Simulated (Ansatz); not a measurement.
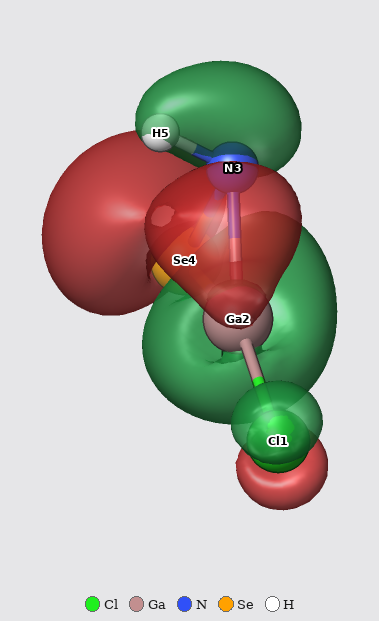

*ClGaHNSe (SMILES [Cl][Ga]1[NH][Se]1). The HOMO−1 at ±0.1 Å⁻³ᐟ² (green and red are the two phases), seen at an oblique angle.*

Geometry: B3LYP-D3(BJ)/def2-SVP.

Computed with Ansatz 0.2.0, isolated molecule in a Gaussian basis; Kohn-Sham density functional theory, functional PBE0.

Input file:

```
crystal:
  periodic: [false, false, false]
  atoms:
    - {symbol: Cl, position_ang: [-0.796033, 0.276621, 2.023190]}
    - {symbol: Ga, position_ang: [0.425600, -0.031893, 0.312585]}
    - {symbol: N, position_ang: [1.332788, 0.783205, -1.107546]}
    - {symbol: Se, position_ang: [1.675738, -1.306063, -1.108716]}
    - {symbol: H, position_ang: [0.720213, 0.938467, -1.919745]}
basis:
  gaussian:
    orbitals: def2-TZVPD
hamiltonian:
  xc: {name: PBE0}
output: {forces: true, orbitals: {seedname: orbitals}}
```

Run with:

```sh
ansatz run input.yaml --threads 1 --pin off --max-ram 2610MiB --events-out events.jsonl --progress --plain --runs-dir runs
```

### What is the character of this orbital?

Its weight (Hirshfeld) is mainly on Se4 (about 55 %), N3 (about 20 %) and Ga2 (about 20 %). Its energy is −7.61 eV.
